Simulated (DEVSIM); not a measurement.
Device: Pt/Al2O3/SiO2/p-Si capacitor, at 500 K.

```
layer (left to right)  material  thickness (nm)  Na (cm⁻³)
---------------------  --------  --------------  ---------
1                         Al2O3            21.0          -
2                          SiO2           0.510          -
3                            Si            9100       4e15
```

Metal gate on the left, work function 5.6 eV. Fixed charge at the semiconductor interface -4.9e11 cm⁻² (in units of +e); no interface traps.

This is a model device: material constants are rounded textbook-type values typed into the input, and sizes, dopings and lifetimes were drawn at random. Values at 300 K; Nc and Nv go as T^1.5, mobilities as T to minus their exponent, the gap by Varshni's rule with the affinity fixed.

```csv
parameter,Al2O3,SiO2,Si
gap (eV),6.8,9,1.124
affinity (eV),1.35,0.9,4.05
permittivity,9,3.9,11.7
Nc (cm⁻³),-,-,2.86e19
Nv (cm⁻³),-,-,3.1e19
Varshni α (eV/K),-,-,0.000473
Varshni β (K),-,-,636
```

DEVSIM, 1D Poisson equation in equilibrium, Boltzmann statistics, complete ionisation; no quantum confinement or tunnelling. Metal contacts follow the ideal Schottky-Mott rule: no Fermi-level pinning, no interface dipoles.

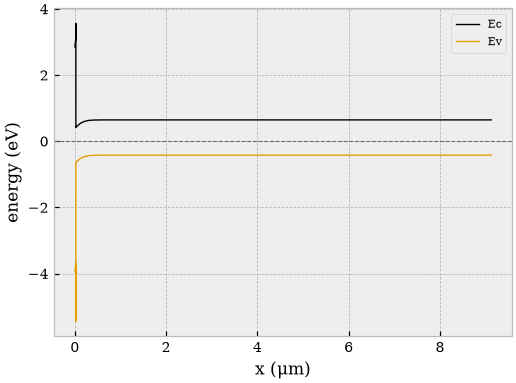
Figure. Band edges at 1.4 V on the gate

Energies count from the Fermi level of the right contact; mesh points crowd at the junctions.

```
x (μm)    Ec (eV)  Ev (eV)  n (cm⁻³)  p (cm⁻³)  field (V/cm)
--------  -------  -------  --------  --------  ------------
0.000       2.850   -3.950     < 1e2     < 1e2        120000
0.001824    2.872   -3.928     < 1e2     < 1e2        120000
0.006189    2.925   -3.876     < 1e2     < 1e2        120000
0.01432     3.022   -3.778     < 1e2     < 1e2        120000
0.01976     3.088   -3.712     < 1e2     < 1e2        120000
0.02117     3.558   -5.442     < 1e2     < 1e2        280000
0.02192     0.418   -0.648    3.8e15    2.0e13         17000
0.02606     0.424   -0.641    3.2e15    2.3e13         16000
0.03560     0.439   -0.626    2.3e15    3.3e13         15000
0.06110     0.476   -0.590    9.9e14    7.6e13         13000
0.1292      0.549   -0.516    1.8e14    4.2e14          8700
0.4151      0.642   -0.423    2.1e13    3.6e15           530
1.075       0.647   -0.419    1.9e13    4.0e15           ≈ 0
2.839       0.647   -0.419    1.9e13    4.0e15           ≈ 0
7.105       0.647   -0.419    1.9e13    4.0e15           ≈ 0
8.368       0.647   -0.419    1.9e13    4.0e15           ≈ 0
8.830       0.647   -0.419    1.9e13    4.0e15           ≈ 0
9.013       0.647   -0.419    1.9e13    4.0e15           ≈ 0
9.094       0.647   -0.419    1.9e13    4.0e15           ≈ 0
9.112       0.647   -0.419    1.9e13    4.0e15           ≈ 0
9.119       0.647   -0.419    1.9e13    4.0e15           ≈ 0
9.121       0.647   -0.419    1.9e13    4.0e15           ≈ 0
```
